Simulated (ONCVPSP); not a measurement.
```
Element                 : cadmium
Generator               : ONCVPSP 4.0.1
Type                    : optimised norm-conserving Vanderbilt (ONCV)
Functional              : LDA (Perdew-Wang 92)
Relativity              : scalar-relativistic
Frozen core             : [Ar] 3d10
Valence charge          : 20
Reference configuration : 4s2 4p6 4d10 5s1 (charge +1)
Partial waves           : 4s+5s: rc 1.60 bohr, ncon 5, nbas 8, qcut 9.6 1/bohr, 2 projectors; 4p: rc 1.35 bohr, ncon 4, nbas 7, qcut 12.9 1/bohr, 2 projectors, debl 1.5 Ha; 4d: rc 1.85 bohr, ncon 5, nbas 9, qcut 9.4 1/bohr, 2 projectors, debl 1.4 Ha; f scattering state at 0.13 Ha: rc 1.70 bohr, ncon 4, nbas 6, qcut 6.7 1/bohr, 1 projector
Local potential         : polynomial inside 0.90 bohr (lpopt 1, dvloc0 6 Ha)
Core correction         : Teter function, fcfact 1.75, rcfact 1.15
```

In the p channel the program set the typed energies aside and used -2.790, 0.250 Ha.

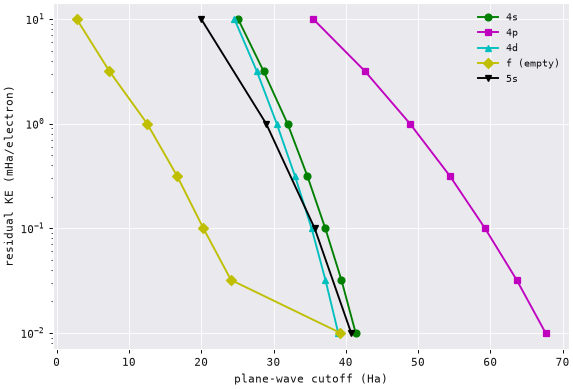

Residual kinetic energy of the pseudo-waves (the first of each channel, and further valence shells) beyond the plane-wave cutoff, as the generator prints it.

> Which cutoffs does the potential need for its occupied states?

49 Ha for 1 mHa and 59 Ha for 0.1 mHa per electron. The first is set by 4p.

> Which wave is the hardest at 1 mHa per electron, and which settings govern it?

4p, with rc = 1.35 bohr and qcut = 12.9 1/bohr. The optimisation minimises, but can't always remove, the kinetic energy above qcut²/2 = 83.2 Ha, and a larger rc would as a rule soften the wave at some cost in transferability.

> Read the cutoffs for an error of 1 mHa per electron.

4p: 49 Ha; 4s: 32 Ha; 4d: 30 Ha; 5s: 29 Ha; f (empty): 13 Ha.
